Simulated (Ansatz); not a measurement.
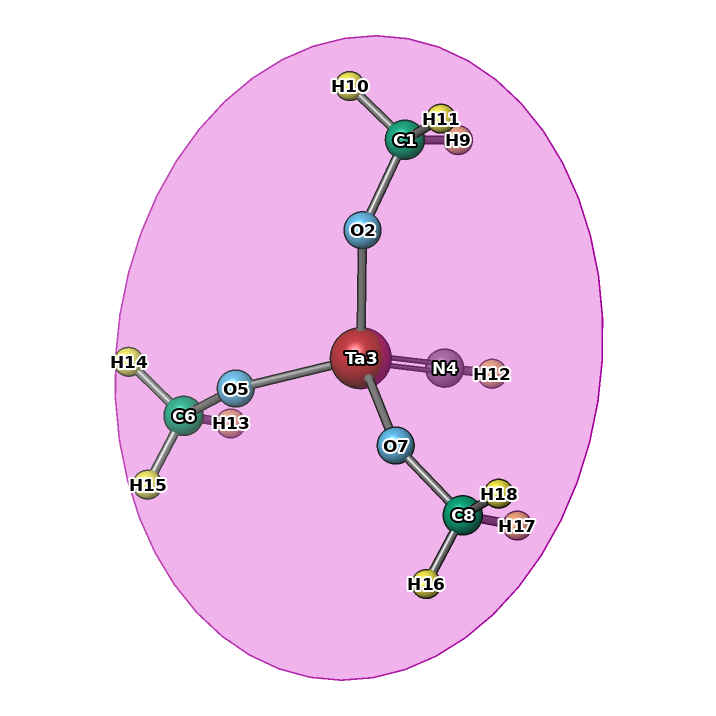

A disc through the centre of mass is drawn in. Depth is shown by fading: the farther an atom, the more it takes the colour of the background. Charge 0, singlet. Computed geometry: PBE0-D4/def2-TZVP optimisation. No frequency run is at hand to confirm it as a minimum.

Q: Is the plane of the disc a mirror plane of the structure?

A: No. The point group is C3v, with 1 C3 axis and 3 mirror planes, and this plane isn't one of its mirror planes.
